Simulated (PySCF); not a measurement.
C$_{4}$H$_{12}$Si, SMILES `C[Si](C)(C)C`.

Level of theory: ωB97X/def2-TZVP (PySCF), at a geometry from GFN2-xTB. No frequency check shows the geometry to be a minimum.

Input script:

```python
import numpy as np
from pyscf import gto, scf, dft
from pyscf.scf import atom_ks, atom_hf
from scipy.linalg import block_diag

def solve(mol, dm0=None, hcore=None):
    mf = (dft.UKS if mol.spin else dft.RKS)(mol, xc='wb97x')
    mf.grids.level = 3
    mf = mf.density_fit(auxbasis='def2-universal-jkfit')
    mf.conv_tol, mf.max_cycle = 1e-8, 80
    if hcore is not None:
        mf.get_hcore = lambda *args: hcore
    mf.kernel(dm0)
    if not mf.converged:
        mf = mf.newton().run(mf.mo_coeff, mf.mo_occ, max_cycle=30)
    assert mf.converged, 'SCF not converged'
    return mf

mol = gto.M(atom='''
C     -1.35477    -0.06826     1.34270
Si     0.00039    -0.00017    -0.00003
C      0.16478    -1.71167    -0.82942
C      1.66431     0.48182     0.80235
C     -0.47248     1.29962    -1.31617
H     -2.31510    -0.35235     0.92144
H     -1.12209    -0.81078     2.10170
H     -1.48252     0.89357     1.82677
H     -0.76536    -2.01214    -1.30401
H      0.42143    -2.47933    -0.10469
H      0.93645    -1.71107    -1.59118
H      2.46264     0.51817     0.06632
H      1.95967    -0.23011     1.56311
H      1.61004     1.45704     1.27326
H     -0.58568     2.28587    -0.87570
H     -1.42388     1.06124    -1.78350
H      0.28803     1.37316    -2.08990
''', basis='def2-tzvp', charge=0, spin=0, verbose=4)
mf = solve(mol)
mf.analyze()
# spherically averaged free atoms, for the promolecule
atm = atom_ks.get_atm_nrks(mol, xc='wb97x')
pro = block_diag(*[(atm[a[0]][2] * atm[a[0]][3]) @ atm[a[0]][2].T for a in mol._atom])
np.savez('result.npz', e=mf.e_tot, c=mf.mo_coeff, occ=mf.mo_occ, eps=mf.mo_energy, pro=pro, dip=mf.dip_moment(verbose=0), s2=mf.spin_square()[0])
```

Launched as:

```sh
OMP_NUM_THREADS=1 python input.py
```

The run took 27 s on 1 thread of Intel(R) Xeon(R) Platinum 8488C (Sapphire Rapids), with other jobs on the host, peak memory 0.97 GiB.

Partitions, critical points and surface values were worked out afterwards from this run's density.

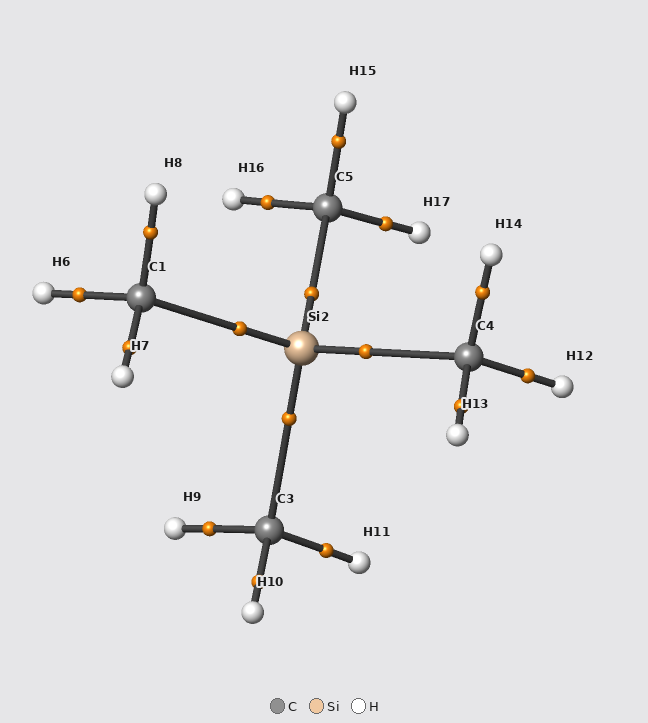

Molecular graph of the electron density (QTAIM): bond paths, bond critical points (orange), ring points (yellow, if any); weak paths are dashed.

Q: How many critical points of each kind are there, and does the count close?

A: 17 nuclei, 16 bond, 0 ring and 0 cage critical points: 17 − 16 + 0 − 0 = 1, as the Poincaré–Hopf relation requires.

Q: What does the calculation give at each kind of bond critical point?

A:
| bond | length (Å) | ρ (a.u.) | ∇²ρ (a.u.) | ε | H (a.u.) |
| --- | --- | --- | --- | --- | --- |
| C4–H13 (4 alike) | 1.083 | 0.276 | −0.93 | 0.02 | −0.281 |
| C5–H15 (8 alike) | 1.086 | 0.275 | −0.92 | 0.02 | −0.278 |
| C1–Si2 (4 alike) | 1.909 | 0.117 | +0.14 | 0.00 | −0.072 |

Q: What kind of interaction is C5–H15?

A: Shared-shell (covalent): ρ = 0.275, ∇²ρ = −0.92, H = −0.278 a.u.
